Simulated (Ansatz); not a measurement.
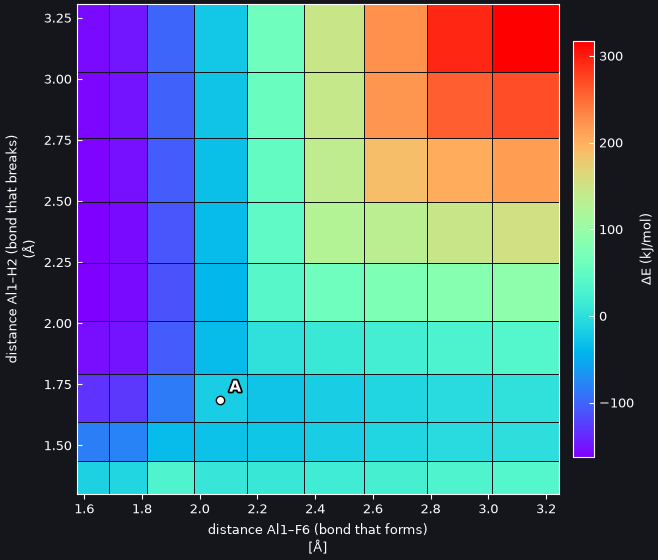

The reacting system AlFH₄O₂ (fragments AlH₃O₂ + FH where the first distance is long, AlFH₂O₂ + H₂ where the second is long). First axis: distance Al1–F6 (bond that forms). Second axis: distance Al1–H2 (bond that breaks). Relaxed at each point: all other coordinates. The scan uses a 9 × 9 grid. Points are written as (first, second). Energies: kJ/mol, counted from a guessed transition structure relaxed with its forming and breaking bonds held. Energies and slopes of some neighbouring points disagree (a jump in structure or state, or too coarse a mesh). The reference is spin-restricted, so regions where a bond is pulled apart into radicals lie too high. Computed with Ansatz 0.2.0, RKS r2SCAN0-D4/def2-SVP.

Drawn: one coloured cell a grid point, the point A.

### Is A at rest? If not, where is it pushed?

A, at (2.069 Å, 1.686 Å), is not a stationary point. The computed force is 350 kJ/mol for each Å towards smaller values of the first coordinate and 141 kJ/mol for each Å towards larger values of the second coordinate.
